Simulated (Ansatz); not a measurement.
CF3 (trifluoromethyl radical): methods side by side

The species is CF3 (4 atoms), meant as a doublet with charge 0. As SMILES, `F[C](F)F`. The shape was relaxed beforehand at PBE0/def2-SVP.

```xyz
4

F    -1.2258    0.0247    0.2647
C    -0.0393   -0.0592   -0.2854
F     0.6579   -1.0435    0.2267
F     0.6072    1.0780   -0.2059
```

Quantity: the adiabatic ionisation energy (to the singlet cation, shapes relaxed at PBE0/def2-SVP, no zero-point term), in eV. The values are calculated.

| level | kind | program | value (eV) | less CCSD(T)/def2-TZVPP |
| --- | --- | --- | --- | --- |
| UHF/def2-TZVPP | Hartree–Fock | Ansatz | 8.75 | -0.11 |
| UBLYP/def2-TZVPP | GGA | Ansatz | 8.89 | +0.03 |
| U-r2SCAN/def2-TZVPP | meta-GGA | Ansatz | 9.02 | +0.16 |
| UB3LYP/def2-TZVPP | global hybrid | Ansatz | 9.11 | +0.25 |
| U-wB97M-V/def2-TZVPP | range-separated hybrid | Ansatz | 8.80 | -0.06 |
| UB2PLYP/def2-TZVPP | double hybrid | Ansatz | 8.95 | +0.09 |
| RPA@PBE/def2-TZVPP | RPA | Ansatz | 9.12 | +0.26 |
| UMP2/def2-TZVPP | perturbation theory | Ansatz | 8.77 | -0.09 |
| UCCSD(T)/def2-TZVPP | coupled cluster or CI | Ansatz | 8.86 | 0.00 |

UCCSD(T)/def2-TZVPP is the highest level here, not the true value. The values span 8.75 to 9.12 eV.

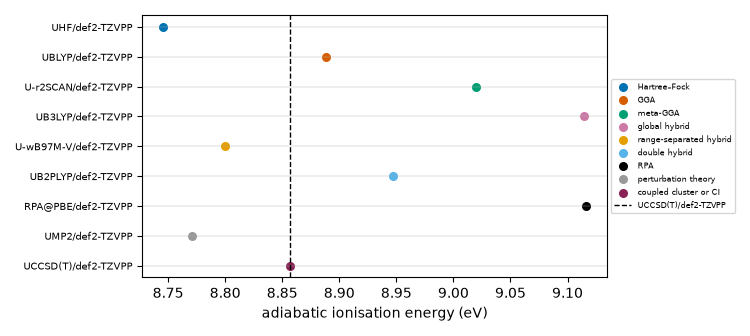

The values of the table, level by level.
